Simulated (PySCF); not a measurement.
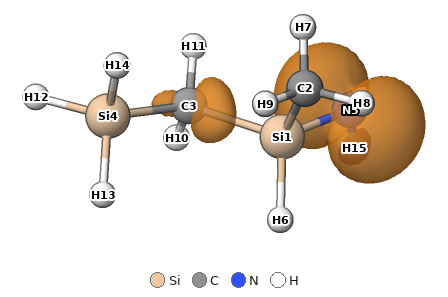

Figure. C2H10NSi2 (SMILES C[SiH]([NH])C[SiH3]) (doublet). Isosurfaces of the spin density at +0.02 (orange) and −0.02 e/Å³ (purple), seen from one side.

Geometry: PBE0-D3(BJ)/def2-SVP.

These are results of UKS B3LYP, IGLO-III on C N Si, pcH-1 on H, non-relativistic, mean-field spin-orbit, GIAO (PySCF), not measurements.

```tsv
atom	x (Å)	y (Å)	z (Å)
Si	-0.8428	0.6191	0.3100
C	-1.5952	-1.0908	0.3253
C	0.7986	0.6404	-0.6187
Si	2.0814	-0.5949	-0.0117
N	-1.9259	1.6944	-0.5831
H	-0.6047	1.0907	1.7167
H	-1.7130	-1.4668	-0.7029
H	-2.5918	-1.0689	0.7929
H	-0.9715	-1.8030	0.8876
H	1.2321	1.6536	-0.5565
H	0.5976	0.4431	-1.6862
H	3.3820	-0.4051	-0.7259
H	2.3202	-0.4253	1.4555
H	1.6152	-1.9956	-0.2494
H	-1.7935	2.6844	-0.3386
```

Question: Which atoms carry the spin?

Answer: The unpaired spin (1 electron) lies mostly on N5 (about 0.8), in electrons by Hirshfeld's partition.
